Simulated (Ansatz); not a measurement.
**H10NSi3 (SMILES [SiH3][NH2+][SiH2][SiH3]) (charge +1): density, localisation and related maps**

| atom | x (Å) | y (Å) | z (Å) |
| --- | --- | --- | --- |
| N | -0.4330 | -1.0003 | -0.4005 |
| Si | -1.3574 | -1.6925 | 1.0973 |
| Si | 1.4750 | -0.8635 | -0.2481 |
| Si | 2.2798 | 0.0167 | -2.2830 |
| H | -0.7810 | -3.0430 | 1.2596 |
| H | -1.0142 | -0.7454 | 2.1777 |
| H | -2.7804 | -1.6766 | 0.6957 |
| H | -0.6580 | -1.5763 | -1.2240 |
| H | -0.8138 | -0.0699 | -0.6242 |
| H | 1.8298 | -2.2701 | 0.0642 |
| H | 1.5962 | -0.0024 | 0.9543 |
| H | 1.8521 | -0.9299 | -3.3478 |
| H | 1.6318 | 1.3449 | -2.4530 |
| H | 3.7559 | 0.1129 | -2.1648 |

Geometry: B3LYP-D3(BJ)/def2-SVP.

Theory: isolated molecule in a Gaussian basis; Kohn-Sham density functional theory, functional PBE0 in Ansatz.

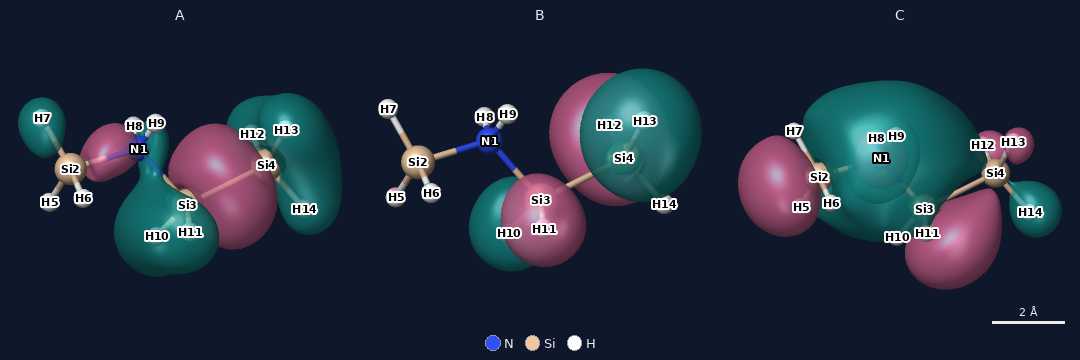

Figure 1. Three frontier orbitals at ±0.06 Å⁻³ᐟ² (teal and pink are the two phases), in no order.

Question: Order the three orbitals by energy and name them.

Answer: B is the HOMO−1 (−13.82 eV). Its weight (Hirshfeld) is mainly on Si4 (about 35 %), H12 (about 20 %), H13 (about 20 %) and Si3 (about 10 %). A is the HOMO (−12.79 eV). By Hirshfeld shares it lies mainly on Si3 (about 35 %) and Si4 (about 35 %). C is the LUMO (−5.65 eV). Its weight (Hirshfeld) is mainly on Si3 (about 25 %), Si2 (about 20 %), N1 (about 10 %), Si4 (about 10 %), H8 (about 5 %) and H9 (about 5 %).

Question: What is the HOMO–LUMO gap?

Answer: 7.14 eV between the orbital energies.

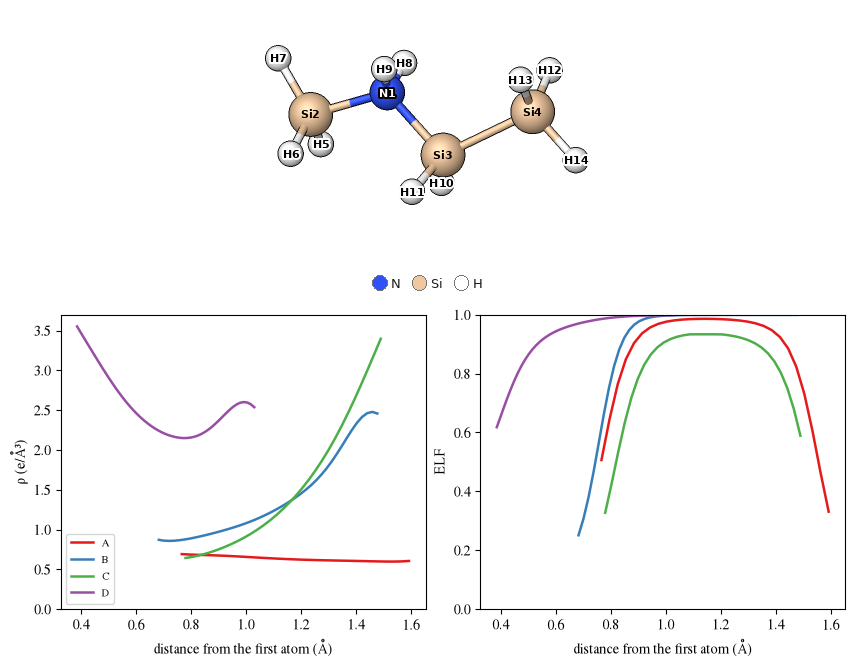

Figure 2. Electron density and ELF along straight lines between neighbouring atoms. The curves leave out the atomic cores. The structure is drawn too.

Question: Which curve belongs to which contact (N–H, Si–H, Si–N and Si–Si)? The first atom named is at distance zero.

Answer: Curve A: Si–Si (2.36 Å): ρ is about 0.62 e/Å³ halfway; the ELF peaks at about 1 between the atoms, as expected for localised, covalent bonding. Curve B: Si–H (1.48 Å): ρ at the midpoint is about 0.86 e/Å³; the ELF climbs to about 1 towards the hydrogen, as it does in any bond to H. Curve C: Si–N (1.89 Å): ρ is about 0.82 e/Å³ halfway; the ELF peaks at about 0.95 between the atoms: a polar covalent bond. Curve D: N–H (1.03 Å): ρ at the midpoint is about 2.8 e/Å³; the ELF climbs to about 1 towards the hydrogen (an ordinary covalent bond to hydrogen).

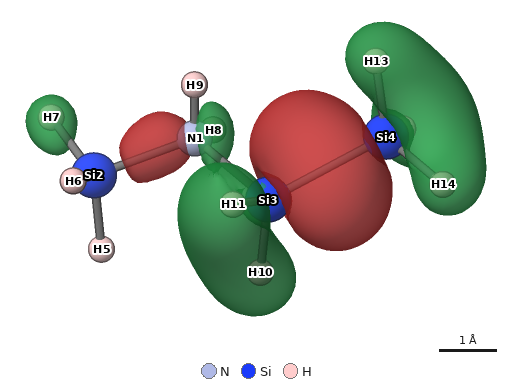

Figure 3. The HOMO at ±0.08 Å⁻³ᐟ² (green and red are the two phases), seen at a tilt.

Question: Describe this orbital and give its energy.

Answer: By Hirshfeld shares it lies mainly on Si3 (about 35 %) and Si4 (about 35 %). Its energy is −12.79 eV.
